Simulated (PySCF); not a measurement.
**Ways to converge the SCF of Ga2⁺**

Do solver options change the result for Ga2⁺, or only the number of cycles?

The runs use PySCF 2.14.0; each script names its method and basis.

2 further runs of the same task are left out: 2 that didn't finish.

### 1 Where the work starts

Ga2⁺: 2 atoms, charge 1, spin multiplicity 2.

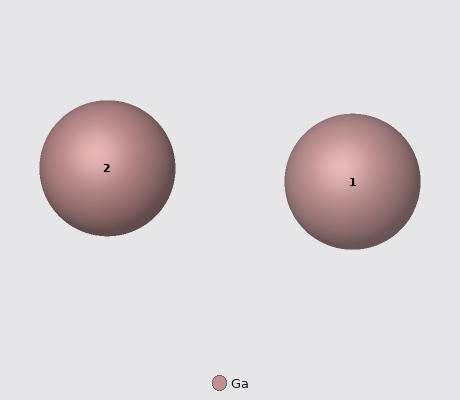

As it starts; gallium pink; atoms are numbered from 1 in the order of the file.

### 2 Base script

The input, input.py:

```python
from pyscf import gto, scf, mp

mol = gto.M(
    atom='Ga 0 0 0; Ga 0 0 2.635',
    basis='ano-rcc-vdzp',
    charge=1,
    spin=1,
    verbose=4,
)
mf = scf.UHF(mol)
mf = mf.sfx2c1e()
mf.kernel()
mp.MP2(mf, frozen=18).kernel()
mf.dip_moment()
print('orbital energies (hartree):', [e[max(0, n-3):n+3].round(4) for e, n in zip(mf.mo_energy, mol.nelec)])
```

Launch:

```bash
$ OMP_NUM_THREADS=1 python input.py
```

The log of this run is left out.

It gives: E(SCF) = -3884.167133 Eh, 9 cycles, E(MP2) − E(SCF) = -0.46115 Eh, ⟨S²⟩ = 0.751.

The bond length is a typed value, not an optimised one. The dipole of an ion depends on the origin.

### 3 Initial guess core

Variant 1 changes initial guess: minao → core.

The input, input.py:

```python
from pyscf import gto, scf, mp

mol = gto.M(
    atom='Ga 0 0 0; Ga 0 0 2.635',
    basis='ano-rcc-vdzp',
    charge=1,
    spin=1,
    verbose=4,
)
mf = scf.UHF(mol)
mf = mf.sfx2c1e()
mf.init_guess = 'core'
mf.kernel()
mp.MP2(mf, frozen=18).kernel()
mf.dip_moment()
print('orbital energies (hartree):', [e[max(0, n-3):n+3].round(4) for e, n in zip(mf.mo_energy, mol.nelec)])
```

Launch:

```bash
$ OMP_NUM_THREADS=1 python input.py
```

### 4 Second-order solver on

Variant 2 changes second-order solver: off → on.

input.py, as its differences from that of step 2:

```diff
@@ -11,2 +11,3 @@
 mf = mf.sfx2c1e()
+mf = mf.newton()
 mf.kernel()
```

### 5 Initial guess huckel

Variant 3 changes initial guess: minao → huckel.

input.py, as its differences from that of step 2:

```diff
@@ -11,2 +11,3 @@
 mf = mf.sfx2c1e()
+mf.init_guess = 'huckel'
 mf.kernel()
```

### 6 DIIS space 12

Variant 4 changes DIIS space: default → 12.

input.py, as its differences from that of step 2:

```diff
@@ -11,2 +11,3 @@
 mf = mf.sfx2c1e()
+mf.diis_space = 12
 mf.kernel()
```

What does the calculation give? Wanted: for each run, E(SCF); from base; gap, α spin; after the SCF.

**Answer**, as computed:

```tsv
run	E(SCF) (hartree)	from base (eV)	cycles	gap, α spin (eV)	after the SCF
base	-3884.167133	0	9	5.60	MP2 correlation -12.549 eV, core frozen
initial guess core	-3884.167133	0.0000	9	5.60	MP2 correlation -12.549 eV, core frozen
second-order solver on	-3884.167133	0.0000	2 macro	5.60	MP2 correlation -12.549 eV, core frozen
initial guess huckel	-3884.076405	+2.4688	9	2.04	MP2 correlation -12.658 eV, core frozen
DIIS space 12	-3884.167133	0.0000	9	5.60	MP2 correlation -12.549 eV, core frozen
```

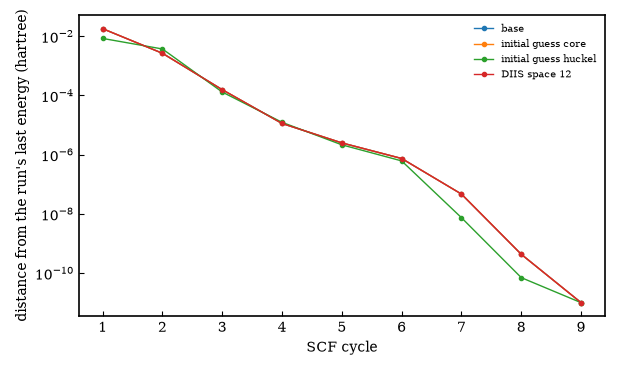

Convergence of the SCF energy, run by run.

With initial guess core or second-order solver on or DIIS space 12 the SCF ends at the base energy. PySCF falls back to minao for a guess that it doesn't know or can't read, so that run repeats the base. With initial guess huckel the SCF ends in another solution, 2.47 eV higher: the path to self-consistency decides the state here. With initial guess core, DIIS space 12 the path hardly changes: 9 cycles against 9. The cycles with DIIS space 12 repeat those of the base digit for digit, so the setting never acted.
